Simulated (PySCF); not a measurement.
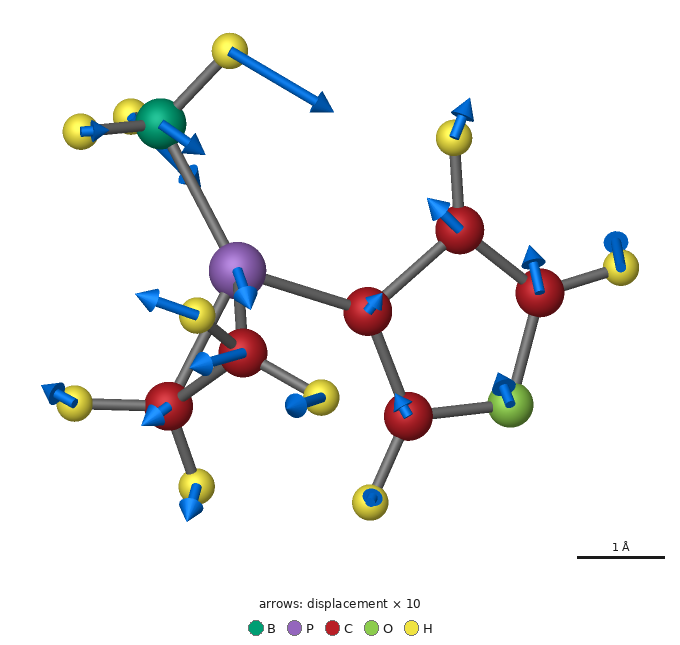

A relaxation of C6H10BOP. The starting structure is drawn; blue arrows show the displacements, magnified 10 times. The two geometries are superimposed by the best rigid fit.

A ball-and-stick model, seen at a tilt.

The start comes from GFN2-xTB. Its atoms were then displaced at random by about 0.01 Å.

Method: PBE0-D3(BJ)/def2-SVP geometry optimisation, gas phase (PySCF). 

### What did the optimiser do to the structure, and how much energy did it gain?

Over 7 geometry steps the energy falls by 4.42 kcal/mol. An H atom moves most after the best rigid fit: 0.14 Å. By element the largest moves are H 0.14 Å, C 0.09 Å, B 0.06 Å, P 0.06 Å, O 0.05 Å. Some distances before and after: B–H 1.175 → 1.220 Å, C–C 1.470 → 1.438 Å, C–C 1.332 → 1.360 Å, C–H 1.063 → 1.087 Å. Bond angles that change, for instance: C–C–H 121.6° → 126.7°, C–C–H 132.3° → 127.5°, C–P–C 103.9° → 108.7°.
